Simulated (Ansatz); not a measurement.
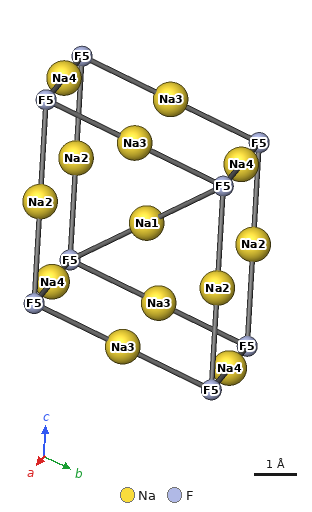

This is the input geometry for a relaxation of crystalline Na4F (a generated structure, set up in Im-3m) (coarse preliminary run). A ball-and-stick model of the cell of the calculation, seen slightly off an axis.

These are results of Ansatz, DFT PBE, scalar-relativistic, plane waves, PAW, not measurements.

Input
```yaml
crystal:
  lattice:
    - [-2.83850542, 2.83850542, 2.83850542]
    - [2.83850542, -2.83850542, 2.83850542]
    - [2.83850542, 2.83850542, -2.83850542]
  atoms:
    - { symbol: Na, position: [0.5, 0.5, 0.5] }
    - { symbol: Na, position: [0.0, 0.0, 0.5] }
    - { symbol: Na, position: [0.0, 0.5, 0.0] }
    - { symbol: Na, position: [0.5, 0.0, 0.0] }
    - { symbol: F, position: [0.0, 0.0, 0.0] }
basis:
  ecutwfc: 420
kpoints:
  mp_grid: { grid: [4, 4, 4] }
hamiltonian:
  xc: pbe
scf:
  occupations: { method: gaussian, width: 0.1 }
  lower_state_search: "off"
output:
  forces: true
  stress: true
  eigenvalues: true
relax:
  adjacent_minimum: "off"
  f_tol: 0.04
  max_steps: 70
  cell: { stress_tol: 0.4 }
```

Command:
```bash
ansatz run input.yaml --threads 1 --pin off --max-ram 2048MiB --backend cpu --events-out ev --progress --plain --runs-dir out
```

> Where does the relaxation end?

The atoms keep their places relative to the cell (all moves are under 0.005 Å). The volume changes by +41.2 %, with a = b = c 4.916 → 5.515 Å (+12.2 %). Some distances before and after: Na1–Na2 2.839 → 3.184 Å, Na1–F5 2.458 → 2.758 Å. The space group stays Im-3m (No. 229). The energy falls by 140 meV per atom in 4 accepted moves (6 points after the start). All forces vanish by symmetry, so only the cell relaxes. Pressure: 8.11 GPa at the start and −0.10 GPa at the end. The SCF was repeated twice at an unchanged geometry on a basis and grid sized afresh for the cell, which shifted the energy by 17.6 meV per atom at most. Cost: 12 s on 1 thread of Arm Neoverse V1 (shared host), peak memory 0.33 GiB.

Final geometry:

```xyz
5
Lattice="-3.1841 3.1841 3.1841 3.1841 -3.1841 3.1841 3.1841 3.1841 -3.1841" Properties=species:S:1:pos:R:3 pbc="T T T"
Na    1.5921    1.5921    1.5921
Na    1.5921    1.5921   -1.5921
Na    1.5921   -1.5921    1.5921
Na   -1.5921    1.5921    1.5921
F     0.0000    0.0000    0.0000
```

The end point in the same view:

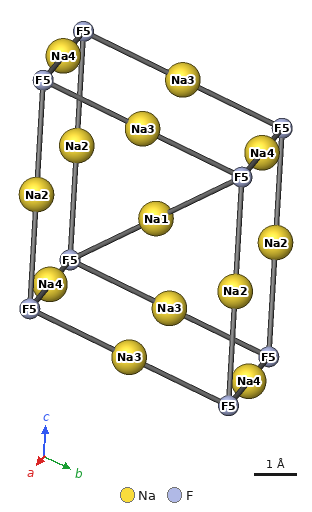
